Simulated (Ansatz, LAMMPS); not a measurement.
# Amorphous 92HfO2-8Y2O3 (mol %) (79 atoms): relaxation and levels of theory

Which bonds does the relaxation leave, and how do the Kohn-Sham gap, forces and pressure change with k-mesh and functional?

Calculated with Ansatz 0.2.0: Kohn-Sham DFT, PBE, PAW (set soft_2), plane waves; cutoff 420 eV, Γ point, fermi-dirac smearing of 0.025 eV.

**The cell**

Density at the start: 7.93 g/cm³. The cell holds 79 atoms: 23 Hf, 4 Y and 52 O. Its edges and angles: a = 10.350 Å, b = 10.350 Å, c = 10.350 Å, α = 90.0°, β = 90.0°, γ = 90.0°. 79 atoms (23 Zr, 4 Er, 52 O) placed at random at 5.39 g/cm³, melted at 5000 K for 10 ps at fixed volume with the Morse and Coulomb pair potential with partial charges (Pedone, Malavasi, Menziani, Cormack and Segre, J. Phys. Chem. B 110, 11780 (2006)). Quenched from 5000 K to 300 K at 50 K/ps and fixed volume, held 5 ps, then minimised at fixed cell. Then Zr was replaced by Hf, Er was replaced by Y (the potential has no terms for the new elements, so the cell is a start for a DFT relaxation).

Cell and atoms were relaxed with PBE. The walk converged after 16 steps by the program's count, with a largest force component of 0.0224 eV/Å; it began at an r.m.s. force component of 0.41 eV/Å. The edges went from 10.350, 10.350, 10.350 to 10.265, 10.021, 10.306 Å, and the volume from 14.035 to 13.391 Å³ an atom (-4.6 %).

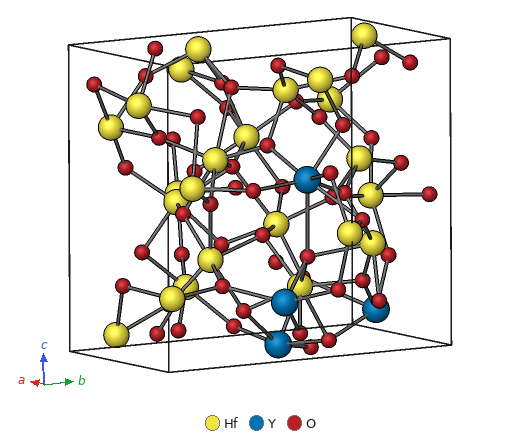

The relaxed cell. Bonds to atoms that aren't drawn are left out. Some periodic images of atoms are drawn too.

The input of the reference single point:

```yaml
crystal:
  lattice:
    - [10.26264, 0.04273, -0.20925]
    - [0.04273, 10.0181, 0.24847]
    - [-0.20925, 0.24847, 10.30054]
  atoms:
    - { symbol: Hf, position: [0.67067, 0.40224, 0.61019] }
    - { symbol: Hf, position: [0.43155, 0.82827, 0.59454] }
    - { symbol: Hf, position: [0.12844, 0.07929, 0.56802] }
    - { symbol: Hf, position: [0.34609, 0.50349, 0.41507] }
    [... 73 atom lines left out ...]
    - { symbol: O, position: [0.1848, 0.29527, 0.11151] }
    - { symbol: O, position: [0.96884, 0.64, 0.46877] }
kpoints:
  mp_grid: { grid: [1, 1, 1] }
hamiltonian:
  xc: pbe
scf:
  occupations: { method: fermi_dirac, width: 0.025 }
output:
  forces: true
  stress: true
  populations: true
  dos:
    method: { smearing: { sigma: 0.08 } }
    de: 0.05
    projected: { site_lists: { Hf: [Hf], O: [O], "Y": ["Y"] } }
  eigenvalues: true
  write_density: true
  write_potential: true
  volumetric_format: npy
```

**Bonds after relaxation**

Bonds by pair of elements; cutoffs follow the first minimum of g(r), held within bounds set by covalent radii, and pairs that aren't listed don't count as bonded:

| pair A-B | cutoff (Å) | bonds | mean length (Å) | spread (Å) | shortest (Å) | B about A | A about B |
| --- | --- | --- | --- | --- | --- | --- | --- |
| O-Hf | 2.82 | 140 | 2.13 | 0.107 | 1.92 | 2.69 | 6.09 |
| O-Y | 3 | 25 | 2.37 | 0.153 | 2.19 | 0.481 | 6.25 |

How many atoms have how many bonded neighbours:

| element | mean | 2 | 3 | 4 | 5 | 6 | 7 |
| --- | --- | --- | --- | --- | --- | --- | --- |
| Hf | 6.09 | 0 | 0 | 0 | 1 | 19 | 3 |
| O | 3.17 | 3 | 37 | 12 | 0 | 0 | 0 |
| Y | 6.25 | 0 | 0 | 0 | 1 | 1 | 2 |

**Levels of theory**

Single points at the relaxed geometry:

```
functional  k-mesh  Kohn-Sham gap (eV)  pressure (GPa)  r.m.s. force component (eV/Å)  SCF cycles     time
       PBE   1×1×1               3.793           -0.01                          0.006          10     55 s
       PBE   2×2×2               3.734           -0.01                          0.017          10  8.6 min
     HSE06   1×1×1               5.343           -4.44                          0.103          22   17 min
    r2SCAN   1×1×1               4.269           -4.47                          0.079          10  1.7 min
    PBEsol   1×1×1               3.712           -5.86                          0.078          10     55 s
```

The gap is that between the highest filled and lowest empty Kohn-Sham level on the run's k-points. Cutoffs: 420 eV for PBE, HSE06 and PBEsol; 500 eV for r2SCAN. Times come from shared hosts and are rough.

**Findings**

By these cutoffs 83 % of Hf atoms have 6, 71 % of O atoms have 3 and 50 % of Y atoms have 7 neighbours. The Kohn-Sham gap is 3.79 eV with PBE on the 1×1×1 mesh and 3.73 eV on 2×2×2. On the 1×1×1 mesh HSE06 changes the gap by +1.55 eV against PBE. Carrying that shift over to the 2×2×2 mesh gives 3.73 + 1.55 = 5.28 eV, an estimate that takes the shift to be alike at all k-points. On the reference's mesh the gap changes with r2SCAN by +0.48 eV and PBEsol by -0.08 eV. Against the reference the pressure changes with HSE06 by -4.4 GPa, r2SCAN by -4.5 GPa and PBEsol by -5.8 GPa; a negative change means a smaller volume than PBE would take. The denser mesh moves the energy by -1.6 meV/atom and the pressure by +0.01 GPa.

Limits: All single points share the geometry relaxed with PBE. The volume changed by -4.6 % on relaxing; in so small a cell, on this mesh and at this cutoff, the relaxed density is rough. One sample; tail or defect levels can set the gap of a disordered cell. The quench rate of 50 K/ps is many orders above laboratory rates, so the cell is likely richer in defects and strain than a real sample. The network of bonds at the start is that of the classical potential that made the cell, and needn't be the one that DFT or experiment would give. Spin–orbit coupling is left out, which matters for the levels of the heavy elements. In some runs the program notes that it cut back its work space to fit the memory limit, the exchange threshold is loose for the stress and the SCF threshold is loose for the stress.

[Logs are printed without paths, hosts, clocks, repeated set-up lines and the standing remarks that a program may print on its own settings, such as how far it seeks lower states.]

[Hosts, paths, dates, database ids (printed as entryN), source tags and the programs' standing remarks are cut or masked in the printed files.]
